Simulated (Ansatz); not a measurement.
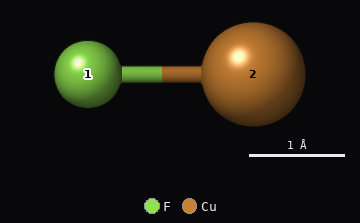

Fig. 1: The input geometry (ball-and-stick view, seen on its broad side; atoms are numbered from 1 in the order of the input). Sticks mark near contacts. Bond lengths as drawn: Cu–F 1.74 Å.

## Run report: CuF, geometry relaxation

The run: geometry relaxation of CuF, SMILES [F][Cu]. Method and program: RKS PBE0-D4/def2-TZVP (Ansatz 0.2.0).

The geometry: PBE-D4/def2-SVP start. Figures and captions count atoms from 1; the log counts them from 0 in places.

Output:
```
Functional definition: PBE0
  name "PBE0"
  cite "Adamo & Barone, J. Chem. Phys. 110, 6158 (1999) doi:10.1063/1.478522"
  cite "Perdew, Burke & Ernzerhof, Phys. Rev. Lett. 77, 3865 (1996) doi:10.1103/PhysRevLett.77.3865"
  parent pbe
  parameter a = 0.25
  parameter kappa = 0.804
  parameter beta = 0.06672455060314922
  exchange = (1 - a)*pbe_x(kappa = kappa, mu = beta*pi^2/3) + a*exact_x
  correlation = pbe_c(beta = beta)
705 factors; integrals over basis functions are off by at most 5.2e-4 eV
mean field evaluation 1: about -47343.8500 eV, gradient 7.3e1 eV
mean field evaluation 2: about -47271.8791 eV, gradient 2.9e2 eV
mean field evaluation 4: about -47349.1630 eV, gradient 1.6e1 eV
mean field evaluation 8: about -47349.4924 eV, gradient 3.7e-1 eV
mean field evaluation 16: about -47349.4928 eV, gradient 6.0e-5 eV
mean field -47349.49282501 eV, -1740.0617666801 hartree, gradient 6.0e-5 eV, S^2 0.000000; 0 other end points of the search recorded, 0 dependent functions left out
the calculation of the forces begins
reference -47349.49285061 eV, -1740.0617676209 hartree; 19, 19 occupied and 57, 57 virtual orbitals, 705 factors
relax step   1: F+E_penalty+E_count = -47349.50425571 eV  Δ(F+E_penalty+E_count) = +0.000e0 eV  max|allowed force component| = 3.680e-1 eV/Å  Δτ_max = 0.0000 Å  (30 SCF iters, accepted)
these checks for a lower state are left out or cut short: starts, cluster_reference, orbital_swaps, neighbouring_geometries, increment
705 factors; integrals over basis functions are off by at most 5.1e-4 eV
mean field -47349.49564160 eV, -1740.0618701879 hartree, gradient 1.4e-5 eV, S^2 0.000000; 0 other end points of the search recorded, 0 dependent functions left out
the calculation of the forces begins
reference -47349.49566709 eV, -1740.0618711248 hartree; 19, 19 occupied and 57, 57 virtual orbitals, 705 factors
relax step   2: F+E_penalty+E_count = -47349.50706905 eV  Δ(F+E_penalty+E_count) = -2.813e-3 eV  max|allowed force component| = 2.241e-1 eV/Å  Δτ_max = 0.0041 Å  (29 SCF iters, accepted)
these checks for a lower state are left out or cut short: starts, cluster_reference, orbital_swaps, neighbouring_geometries, increment
705 factors; integrals over basis functions are off by at most 4.8e-4 eV
mean field evaluation 32: about -47349.4974 eV, gradient 2.8e-5 eV
mean field -47349.49738762 eV, -1740.0619343531 hartree, gradient 2.8e-5 eV, S^2 0.000000; 0 other end points of the search recorded, 0 dependent functions left out
the calculation of the forces begins
reference -47349.49741294 eV, -1740.0619352836 hartree; 19, 19 occupied and 57, 57 virtual orbitals, 705 factors
relax step   3: F+E_penalty+E_count = -47349.50881062 eV  Δ(F+E_penalty+E_count) = -1.742e-3 eV  max|allowed force component| = 9.631e-3 eV/Å  Δτ_max = 0.0064 Å  (36 SCF iters, accepted)
these checks for a lower state are left out or cut short: starts, cluster_reference, orbital_swaps, neighbouring_geometries, increment
705 factors; integrals over basis functions are off by at most 4.8e-4 eV
mean field -47349.49739119 eV, -1740.0619344842 hartree, gradient 5.5e-5 eV, S^2 0.000000; 0 other end points of the search recorded, 0 dependent functions left out
the calculation of the forces begins
reference -47349.49741650 eV, -1740.0619354144 hartree; 19, 19 occupied and 57, 57 virtual orbitals, 705 factors
relax step   4: F+E_penalty+E_count = -47349.50881400 eV  Δ(F+E_penalty+E_count) = -3.383e-6 eV  max|allowed force component| = 1.359e-4 eV/Å  Δτ_max = 0.0003 Å  (23 SCF iters, accepted)
```

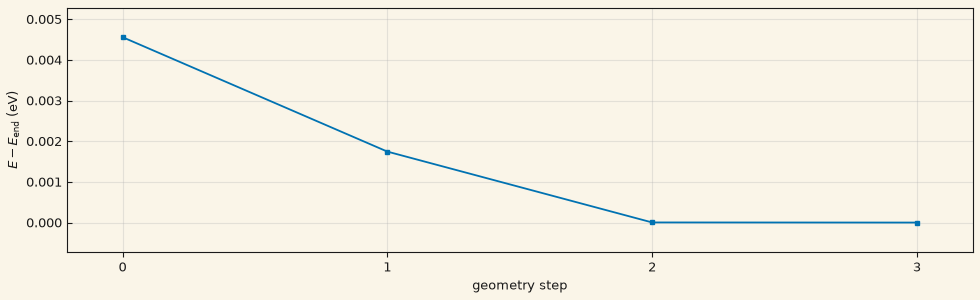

Fig. 2: Progress of the relaxation, step by step (the first geometry is step 0 here and step 1 in the log). Over 3 geometry steps the energy falls by 0.005 eV. Largest force component: 0.37 eV/Å at the start, 0.00014 eV/Å at the end. The largest moves after the best rigid fit, 0.011 Å, are those of F1 and Cu2. By element the largest moves are F 0.011 Å, Cu 0.011 Å. Distances before and after: F1–Cu2 1.743 → 1.765 Å. (Atoms are counted from 1 in the order of the input.)

```
705 factors; integrals over basis functions are off by at most 4.8e-4 eV
mean field -47349.49739119 eV, -1740.0619344842 hartree, gradient 5.5e-5 eV, S^2 0.000000; 1 other end points of the search recorded, 0 dependent functions left out
the calculation of the forces begins
reference -47349.49741650 eV, -1740.0619354144 hartree; 19, 19 occupied and 57, 57 virtual orbitals, 705 factors
Total energy: -47349.50883931 eV, -1740.0623551948 hartree
Atom 0 at     0.765754    -0.299002     0.379106 Å, force     0.000136    -0.000049     0.000068 eV/Å
Atom 1 at    -0.736354     0.238902    -0.375106 Å, force    -0.000136     0.000049    -0.000068 eV/Å
Dipole moment:    -0.951443     0.340711    -0.477722 e Å
```

Trajectory as extended XYZ (Å, eV, eV/Å), 4 frames, from step=1 to step=4:
```
2
Properties=species:S:1:pos:R:3:forces:R:3 step=1 energy=-47349.50426
F     0.7566   -0.2957    0.3745    0.3680  -0.1318   0.1848
Cu   -0.7272    0.2356   -0.3705   -0.3680   0.1318  -0.1848
2
Properties=species:S:1:pos:R:3:forces:R:3 step=2 energy=-47349.50707
F     0.7600   -0.2970    0.3762    0.2241  -0.0803   0.1125
Cu   -0.7306    0.2369   -0.3722   -0.2241   0.0803  -0.1125
2
Properties=species:S:1:pos:R:3:forces:R:3 step=3 energy=-47349.50881
F     0.7655   -0.2989    0.3790    0.0096  -0.0034   0.0048
Cu   -0.7361    0.2388   -0.3750   -0.0096   0.0034  -0.0048
2
Properties=species:S:1:pos:R:3:forces:R:3 step=4 energy=-47349.50881
F     0.7658   -0.2990    0.3791    0.0001   0.0000   0.0001
Cu   -0.7364    0.2389   -0.3751   -0.0001   0.0000  -0.0001
```

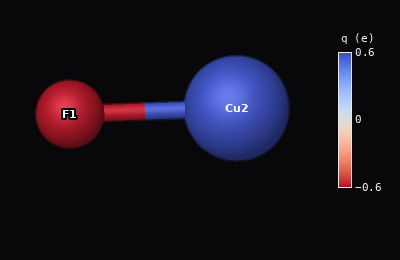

Fig. 3: Mulliken charges, as the colour of each atom (ball-and-stick view, seen at a tilt; atoms are numbered from 1 in the order of the input). By element: F −0.57 and Cu +0.57 e.

This output came from the following input.

The input:
```yaml
crystal:
  periodic: [false, false, false]
  atoms:
    - {symbol: F, position_ang: [0.756597, -0.295723, 0.374508]}
    - {symbol: Cu, position_ang: [-0.727197, 0.235623, -0.370508]}
basis:
  gaussian: {orbitals: def2-TZVP}
hamiltonian: {xc: pbe0, dispersion: d4}
relax: {f_tol: 0.005, max_steps: 150}
```

Run as:
```bash
ansatz run in.yaml --threads 4 --pin off --events-out ev --progress --plain --max-ram 10444MiB
```

Results in brief:

- outcome: converged
- total energy: −47349.5088 eV
- mean-field energy: −47349.4974 eV
- dispersion energy: −0.0114 eV
- SCF solution under orbital rotations: stable
- largest force (length of the vector) at the end: under 0.001 eV/Å
- dipole moment: 5.37 D
- hardware: 4 threads of AMD EPYC, 15 GiB of memory available, shared host
- wall time: 2.6 s (CPU time 8.3 s)
- peak memory: 0.16 GiB
